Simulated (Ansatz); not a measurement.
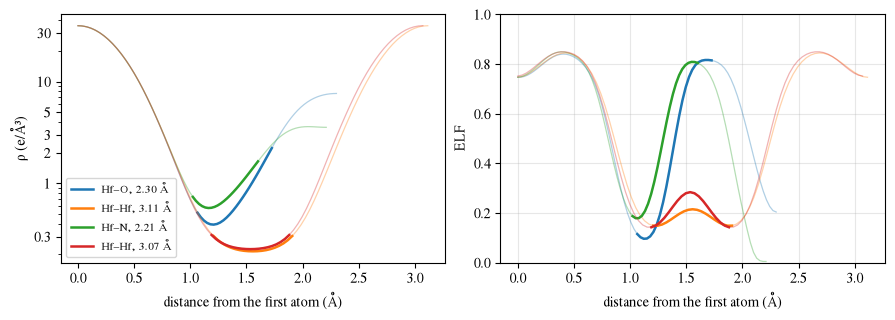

*Hf₄N₂O. Valence electron density and ELF along straight lines between neighbouring atoms. Thin, pale parts lie inside the atomic spheres.*

Space group P-3m1; a generated structure, not necessarily the stable one; changed on purpose from its base cell (volume × 0.94, shape and atoms relaxed); computed pressure about 14 GPa in this cell.

The calculation used DFT PBE, scalar-relativistic, plane waves, PAW (Ansatz 0.2.0).

The density is the valence pseudo-density of a PAW calculation; it isn't the true density close to the nuclei.

> What can be read from the curves?

Hf–O (2.30 Å): ρ is about 0.41 e/Å³ halfway; the ELF peaks at about 0.80 in the valence shell of O, 0.6 Å from its nucleus, and drops to about 0.10 between the two atoms: no localised pair shows between them.
Hf–Hf (3.11 Å): ρ at the midpoint is about 0.21 e/Å³; the ELF is about 0.20 at the midpoint: no shared electron pair shows on this line.
Hf–N (2.21 Å): the density is about 0.6 e/Å³ at the midpoint; the ELF peaks at about 0.80 in the valence shell of N, 0.7 Å from its nucleus, and is about 0.20 at the midpoint; no shared electron pair shows on this line.
Hf–Hf (3.07 Å): the density is about 0.23 e/Å³ at the midpoint; the ELF is about 0.30 at the midpoint: no localised pair shows between them.
